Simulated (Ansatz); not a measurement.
## Electronic structure of CH6NOSi (SMILES C[N][SiH2]O) (doublet) in real space

Input file:

```
crystal:
  periodic: [false, false, false]
  atoms:
    - {symbol: C, position_ang: [0.720514, 1.497254, -0.125764]}
    - {symbol: N, position_ang: [0.689120, 0.085734, -0.258941]}
    - {symbol: Si, position_ang: [-0.676148, -0.886493, 0.182261]}
    - {symbol: O, position_ang: [-0.221512, -2.453997, 0.320249]}
    - {symbol: H, position_ang: [0.283518, 1.871125, 0.811976]}
    - {symbol: H, position_ang: [0.117057, 1.943833, -0.934297]}
    - {symbol: H, position_ang: [1.735269, 1.892280, -0.234927]}
    - {symbol: H, position_ang: [-1.260572, -0.523317, 1.499225]}
    - {symbol: H, position_ang: [-1.678276, -0.686752, -0.905419]}
    - {symbol: H, position_ang: [0.374032, -2.790768, -0.351464]}
basis:
  gaussian: {orbitals: def2-TZVPP}
magnetization: {spin_polarized: true, initial_magnetization: 1}
hamiltonian: {xc: pbe0, dispersion: d4}
output: {orbitals: {seedname: orbitals}}
```

Launched as:

```sh
ansatz run in.yaml --threads 4 --pin off --events-out ev --progress --plain --max-ram 10444MiB
```

Geometry: PBE0-D4/def2-TZVP.

These are results of UKS PBE0-D4/def2-TZVPP in Ansatz, not measurements.

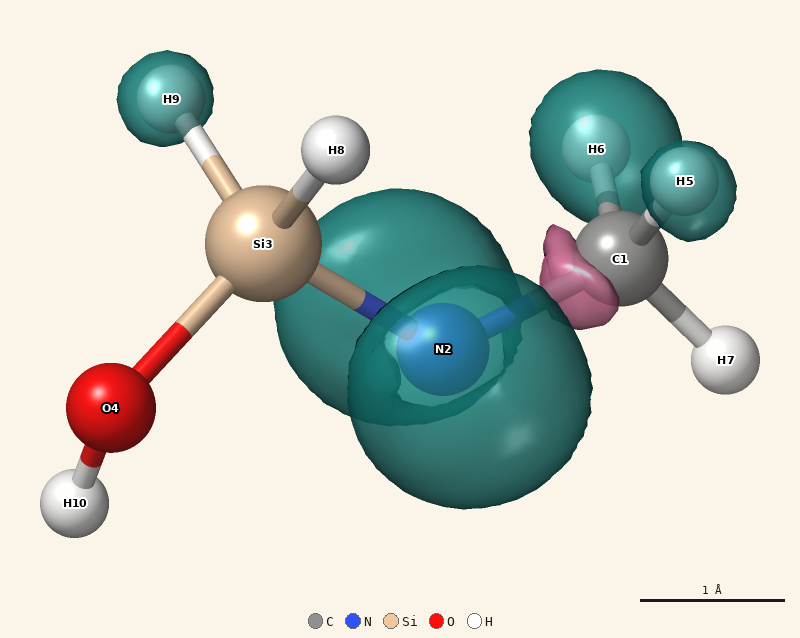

Figure 1. Isosurfaces of the spin density (α minus β) at +0.03 (teal) and −0.03 e/Å³ (pink), seen at a tilt.

### Which atoms carry the spin?

The unpaired spin (1 electron) lies mostly on N2 (about 0.7) and Si3 (about 0.1), in electrons by Hirshfeld's partition.

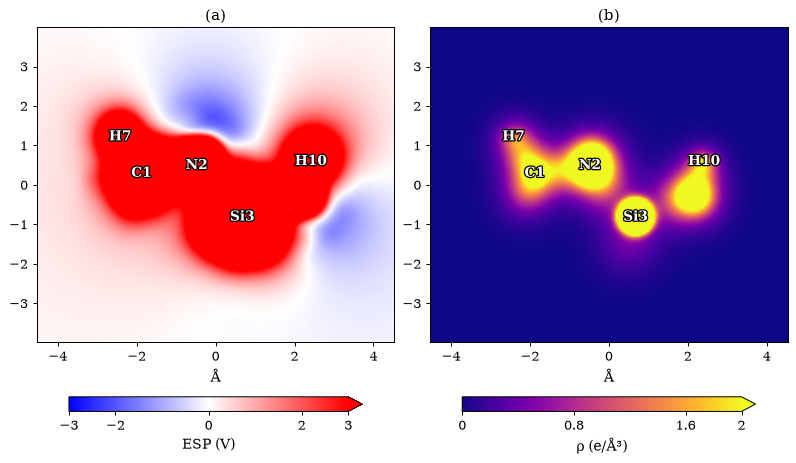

Figure 2. (a) electrostatic potential; (b) electron density on the plane of atoms C1, N2 and Si3.

### What does the map show?

- The plane passes through C, N, Si and H nuclei.
- C–N (1.42 Å): the density is about 2 e/Å³ at the midpoint.
- Si–N (1.73 Å): ρ is about 1.1 e/Å³ halfway.
- C–H (1.09 Å): ρ at the midpoint is about 2 e/Å³.
- Outside the dense part of the molecule the potential is most negative (−2.0 V) near N2.

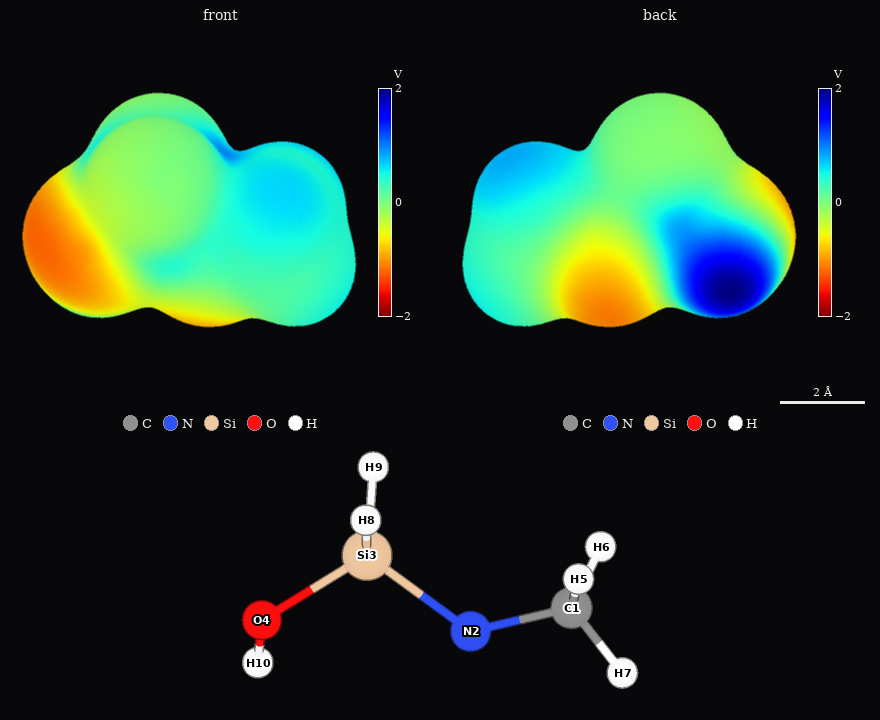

Figure 3. The molecular electrostatic potential painted on the density surface at 0.001 e/bohr³, seen from the front and from behind; the colour scale runs from red (negative) to blue (positive). The bare structure is drawn below in the same view.

### Which sites attract a positive test charge, and which a negative one?

A positive charge is drawn to the negative regions and a negative charge to the positive ones. The most negative region (about −1.2 V, or −28 kcal/mol for a unit charge) lies over O4, the most positive (about +1.9 V, or +44 kcal/mol for a unit charge) over H10. O4 is the likeliest acceptor of a hydrogen bond.

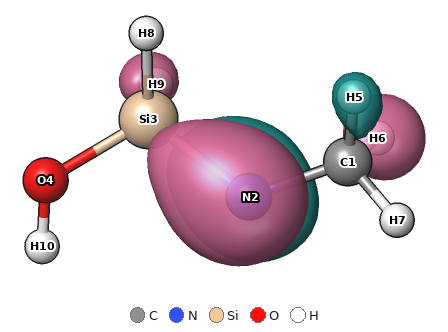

Figure 4. The LUMO (β) at ±0.15 Å⁻³ᐟ² (teal and pink are the two phases), seen across its widest extent.

### Describe this orbital and give its energy.

It lies mainly on N2 (about 60 %), Si3 (about 15 %) and C1 (about 10 %). Its energy is −2.94 eV.
